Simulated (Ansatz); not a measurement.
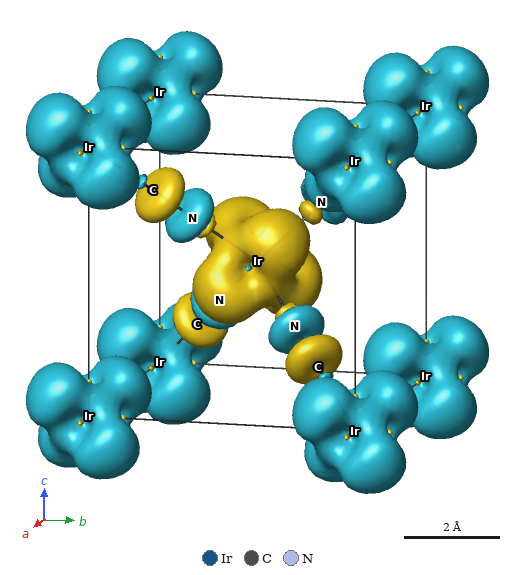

*IrC2N2. Isosurfaces of the spin density (up minus down) at +0.015 (yellow) and −0.015 e/Å³ (cyan), seen slightly off an axis. Sticks mark near contacts.*

Space group P-43m; a structure generated by program, which may or may not match a known phase; spin-polarised.

Theory: Ansatz, DFT PBE, scalar-relativistic, plane waves, PAW.

In a PAW calculation such maps are meaningful between the atoms, not at the nuclei.

```
CELL_PARAMETERS angstrom
5.81938 0.00000 0.00000
0.00000 5.81938 0.00000
0.00000 0.00000 5.81938
ATOMIC_POSITIONS crystal
Ir 0.00000 0.00000 0.00000
Ir 0.50000 0.50000 0.50000
C 0.19009 0.19009 0.19009
C 0.19009 0.80991 0.80991
C 0.80991 0.19009 0.80991
C 0.80991 0.80991 0.19009
N 0.30902 0.30902 0.30902
N 0.30902 0.69098 0.69098
N 0.69098 0.30902 0.69098
N 0.69098 0.69098 0.30902
```

> Describe the spin distribution.

The spin density sits on Ir: +0.3 μB in one cell of 10 atoms, with smaller moments on other sites: Ir (up to −0.15 μB): parallel moments on the main sites in this solution. The cell of the calculation (10 atoms) carries 0.2 μB of net spin moment.
